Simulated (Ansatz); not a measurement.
CH7AlBN (SMILES [CH3][AlH][BH]N)

```xyz
11

C    -0.9123    2.1138    0.2609
Al   -0.0722    0.5204   -0.5087
B     0.3916   -1.2942    0.5334
N     0.9860   -2.3339   -0.1735
H    -0.2772    2.9952    0.1167
H    -1.1236    2.0220    1.3288
H    -1.8561    2.3357   -0.2505
H     0.2967    0.5962   -2.0722
H     0.1842   -1.5119    1.6991
H     1.2357   -3.2194    0.2403
H     1.2123   -2.2808   -1.1538
```

Geometry: PBE0-D4/def2-TZVP.

Level of theory: RKS PBE0-D4/def2-TZVPP in Ansatz 0.2.0.

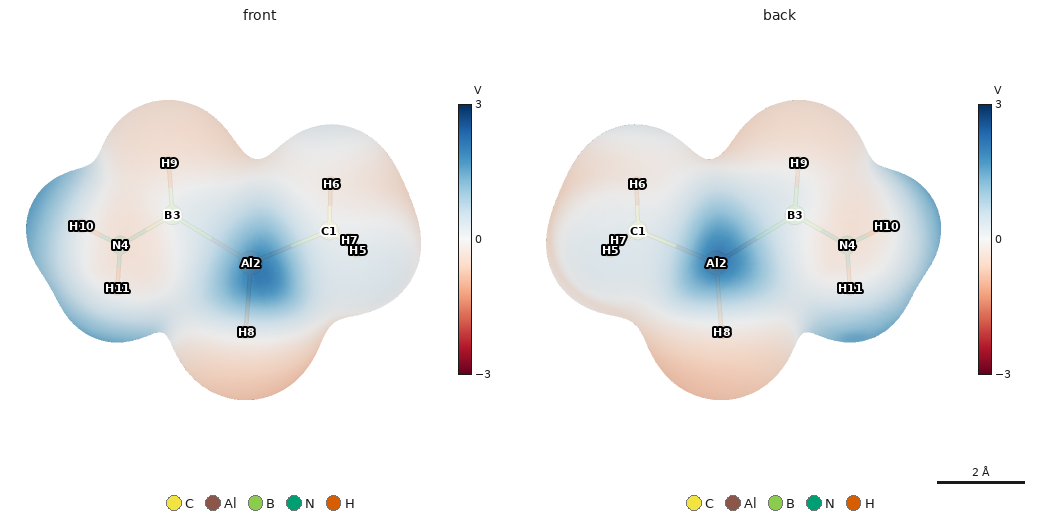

Figure 1. The electrostatic potential painted on the density surface at 0.001 e/bohr³, seen from the front and from behind; the colour scale runs from red (negative) to blue (positive).

Q: Which sites attract a positive test charge, and which a negative one?

A: A positive charge is drawn to the negative regions and a negative charge to the positive ones. The most negative region (about −0.8 V) lies over H8, the most positive (about +2.1 V) over Al2.

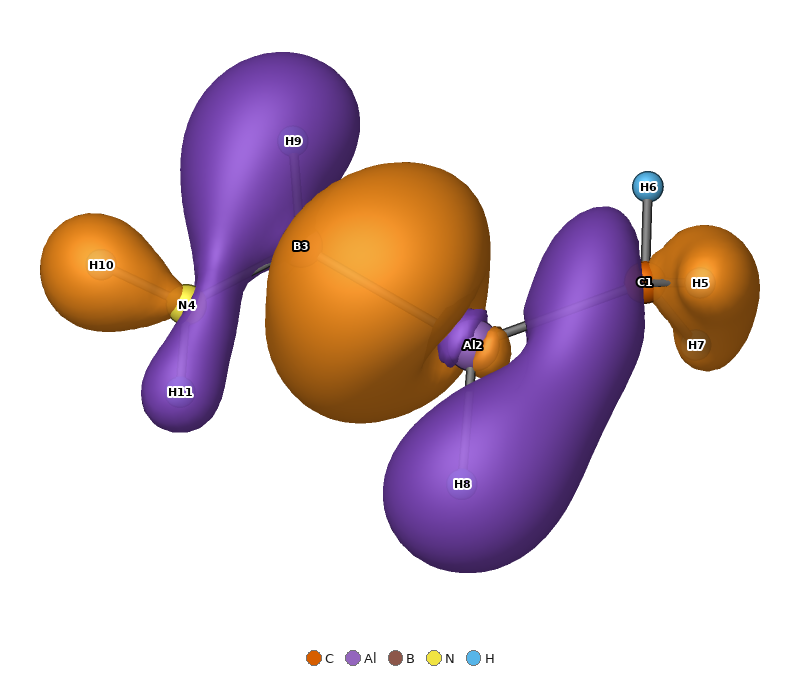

Figure 2. One frontier orbital at ±0.08 Å⁻³ᐟ² (orange and purple are the two phases), seen at a tilt.

Q: Which orbital is it: HOMO or LUMO?

A: The HOMO, at −6.71 eV. Its weight (Hirshfeld) is mainly on B3 (about 35 %), Al2 (about 30 %), H8 (about 10 %), H9 (about 10 %) and C1 (about 5 %).

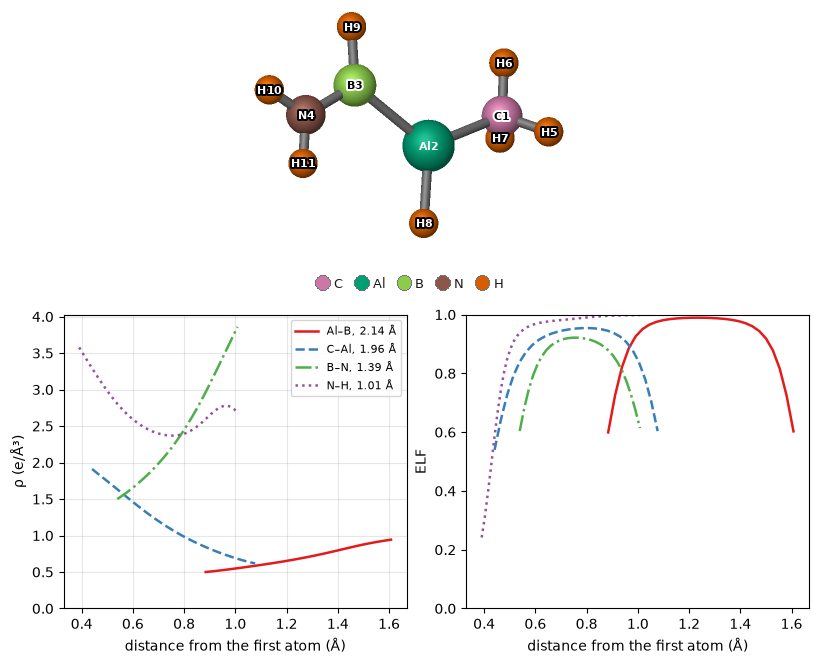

Figure 3. Electron density and ELF along straight lines between neighbouring atoms. The curves leave out the atomic cores. The structure is drawn too.

Q: What kind of bonding do the profiles show?

A: Al–B (2.14 Å): ρ at the midpoint is about 0.58 e/Å³; the ELF peaks at about 1 between the atoms (a covalent bond).
C–Al (1.96 Å): ρ at the midpoint is about 0.71 e/Å³; the ELF peaks at about 0.95 between the atoms; a polar covalent bond.
B–N (1.39 Å): ρ is about 2 e/Å³ halfway; the ELF peaks at about 0.90 between the atoms; a short, strongly polar bond.
N–H (1.01 Å): ρ at the midpoint is about 3 e/Å³; the ELF climbs to about 1 towards the hydrogen, as it does in any bond to H; an ordinary covalent bond to hydrogen.

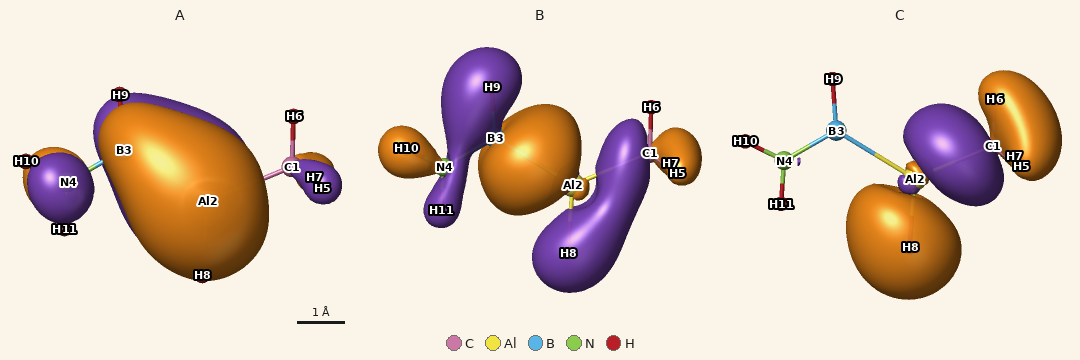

Figure 4. Three frontier orbitals at ±0.08 Å⁻³ᐟ² (orange and purple are the two phases), in no order.

Q: Order the three orbitals by energy and name them.

A: C is the HOMO−1 (−7.67 eV). It lies mainly on C1 (about 35 %), Al2 (about 25 %) and H8 (about 25 %). B is the HOMO (−6.71 eV). By Hirshfeld shares it lies mainly on B3 (about 35 %), Al2 (about 30 %), H8 (about 10 %), H9 (about 10 %) and C1 (about 5 %). A is the LUMO (−1.59 eV). It lies mainly on Al2 (about 55 %), B3 (about 25 %) and N4 (about 10 %).

Q: What is the HOMO–LUMO gap?

A: 5.12 eV between the orbital energies.
